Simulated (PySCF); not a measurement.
**C2F5, doublet, SMILES `FC(F)(F)[C](F)F`: what the electrons do**

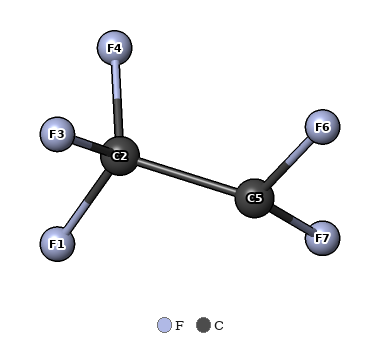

The molecule, with its atoms numbered as below. No frequency check shows the geometry to be a minimum.

Geometry (Å), atoms numbered from 1:

```
F1       1.1889   -1.0792   -0.5453
C2       0.6102   -0.0001   -0.0244
F3       1.1889    1.0792   -0.5454
F4       0.8945    0.0001    1.2925
C5      -0.8750    0.0000   -0.3049
F6      -1.5479    1.0950    0.0088
F7      -1.5478   -1.0951    0.0089
```

### 1. Bonding charge

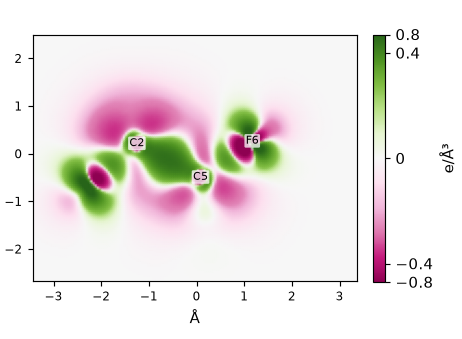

Deformation density (molecule less spherical, spin-averaged free atoms) in the plane of C2, C5 and F6; colour scale in e/Å³, logarithmic beyond ±0.1; green: gain, pink: loss.

Computed with PySCF, BP86/6-31+G*, geometry: GFN2-xTB. The stability of the open-shell solution wasn't checked. GFN2-xTB doesn't know the spin state, so this open-shell geometry is rough.

Q: How much density has each bond in this plane gained at its critical point, relative to the free atoms?

A: C2–C5: +0.62 e/Å³ at the bond critical point (bond length 1.51 Å). C5–F6: +0.05 e/Å³ at the bond critical point (bond length 1.32 Å); up to 0.6 Å beside the axis the gain reaches +0.27 e/Å³. In all, 1.5 electrons gather in the regions of gain relative to the promolecule. A small or negative value marks a very polar bond, one between electron-rich atoms, whose free-atom densities already overlap strongly, a long bond to a heavier atom, or a closed-shell contact such as a hydrogen bond.

Q: Where do the Hirshfeld charges lie?

A: The highest Hirshfeld charge is on C2 (+0.23 e), the lowest on F4 (−0.09 e).

```json
{"atom": "F1", "charge (e)": "−0.08"}
{"atom": "C2", "charge (e)": "+0.23"}
{"atom": "F3", "charge (e)": "−0.08"}
{"atom": "F4", "charge (e)": "−0.09"}
{"atom": "C5", "charge (e)": "+0.13"}
{"atom": "F6", "charge (e)": "−0.05"}
{"atom": "F7", "charge (e)": "−0.05"}
```

### 2. Bond critical points

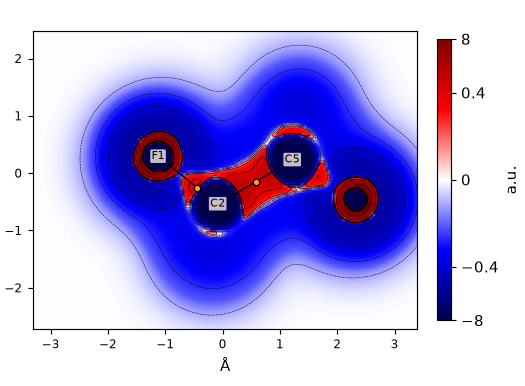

Negative Laplacian of the density (−∇²ρ) in the plane of F1, C2 and C5 (red positive, blue negative, colour scale in a.u., logarithmic beyond ±0.04), with bond paths and bond critical points (dots).

Q: Sort the bonds in the plane by the sign of ∇²ρ at their critical points.

A: Concentrated (∇²ρ < 0): F1–C2 (−0.25 a.u.); C2–C5 (−0.70 a.u.). At none is it depleted.

Q: Where along F1–C2 does the critical point lie?

A: 0.88 Å from F1 and 0.45 Å from C2.

### 3. Local ionisation energy

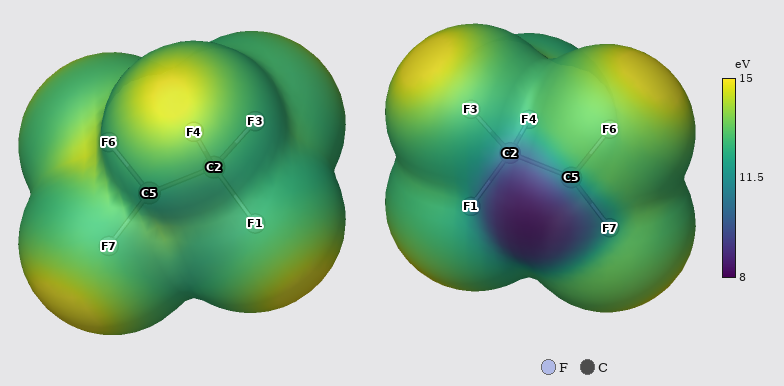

Average local ionisation energy on the surface of electron density 0.001 a.u. (back view left, front view right).

Q: Where are the most loosely bound electrons on this surface?

A: The lowest value is 8.1 eV, 2.0 Å from C5. Further minima include 12.3 eV, 1.7 Å from F4. For comparison, the highest occupied orbital lies at −6.1 eV.

### 4. Spin density

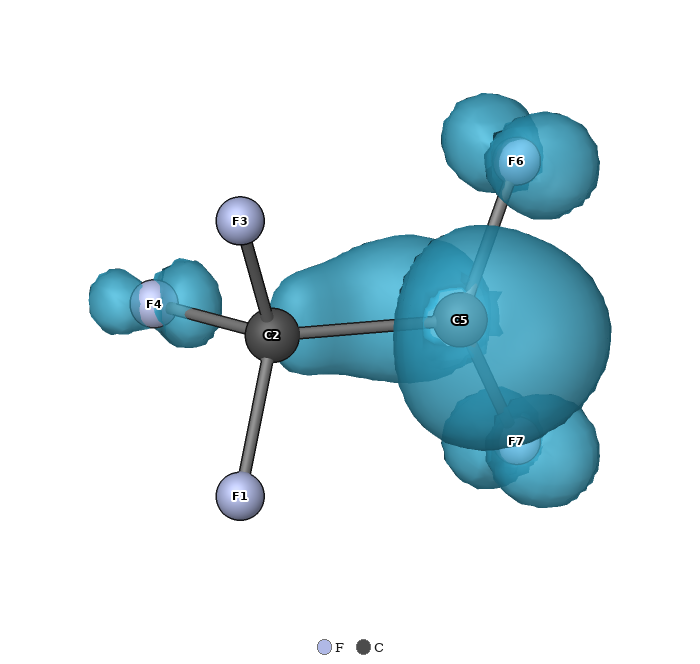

Spin density ρα − ρβ at ±0.05 e/Å³ (light blue: excess α, orange: excess β).

Q: How is the spin shared among the atoms?

A: Hirshfeld spin populations: C5 +0.64, F6 and F7 +0.12, C2 +0.07 and F4 +0.04. ⟨S²⟩ = 0.75, as for a pure state.

### 5. In an electric field

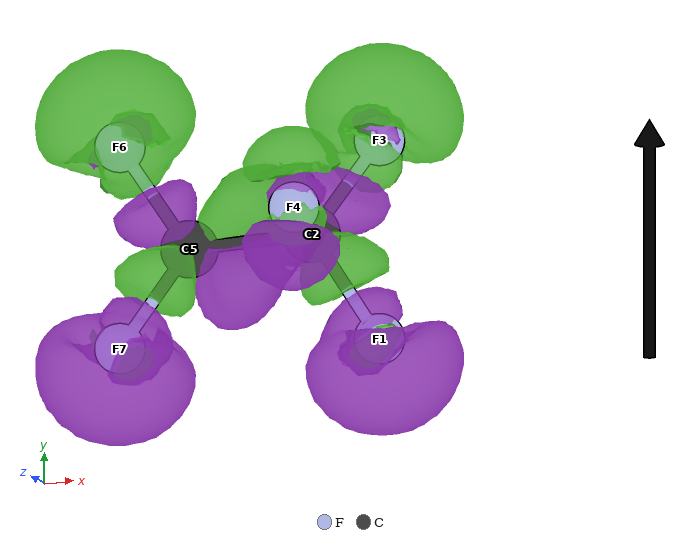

Change of the electron density in a uniform field of 0.26 V/Å along +y (arrow), surfaces at ±0.0015 e/Å³ (purple: gain, green: loss).

Computed with PySCF, PBE/def2-SVP, geometry: GFN2-xTB. A basis without diffuse functions makes polarisabilities too small. The stability of the open-shell solution wasn't checked. GFN2-xTB doesn't know the spin state, so this open-shell geometry is rough.

Q: How large is the response?

A: The induced dipole is 0.31 D (along the field); α along this axis, from the fields in both directions, is 24 bohr³ (3.6 Å³).

Q: Which atoms gain and lose the most charge?

A: Electrons gather most on F7 (Hirshfeld charge changes by −0.010 e) and leave F6 most (+0.010 e); 0.033 electrons are displaced in all.

### 6. Removing or adding an electron

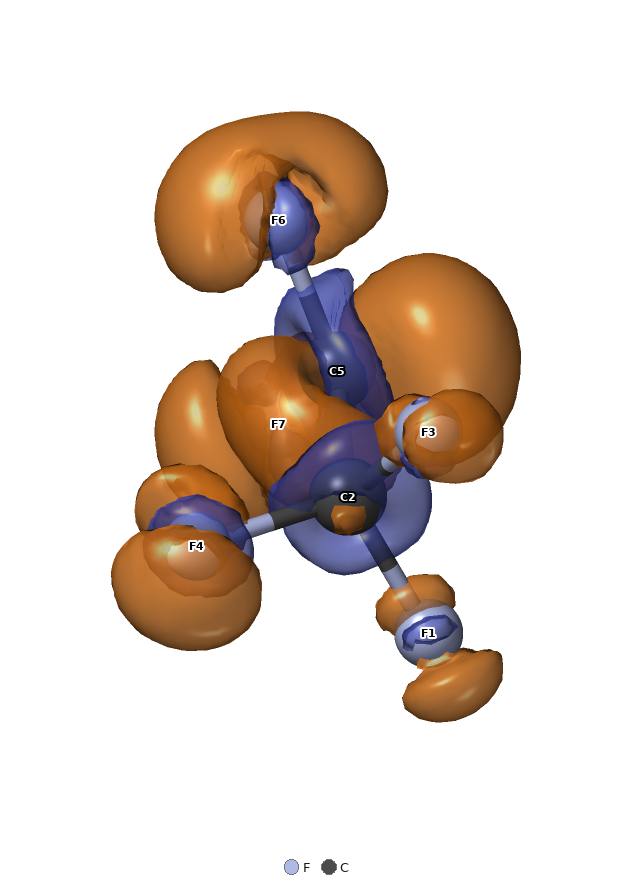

Fukui function f⁻ = ρ(N) − ρ(N−1) at fixed geometry, surfaces at ±0.03 e/Å³ (orange positive, blue negative).

Method: LDA (SVWN)/6-311G**; geometry: GFN2-xTB; program: PySCF. GFN2-xTB doesn't know the spin state, so this open-shell geometry is rough.

Q: Which atoms respond most to the removal of an electron?

A: f⁻ (Hirshfeld-condensed) is largest on C5 (0.31) and F6 and F7 (0.19 each); the vertical ionisation energy is 10.14 eV (to the singlet cation, which needn't be its lowest state). Condensed values hint at sites of electrophilic attack but needn't mark the atom that reacts. Orbital relaxation makes it negative in places (0.17 e in all).

```tsv
atom	f⁻	charge
F1	+0.07	−0.07
C2	+0.06	+0.20
F3	+0.07	−0.07
F4	+0.12	−0.09
C5	+0.31	+0.10
F6	+0.19	−0.04
F7	+0.19	−0.04
```

The PySCF runs shown took 20 s, 36 s and 32 s on 1 thread of Intel(R) Xeon(R) Platinum 8375C CPU @ 2.90GHz (Ice Lake) (shared host).
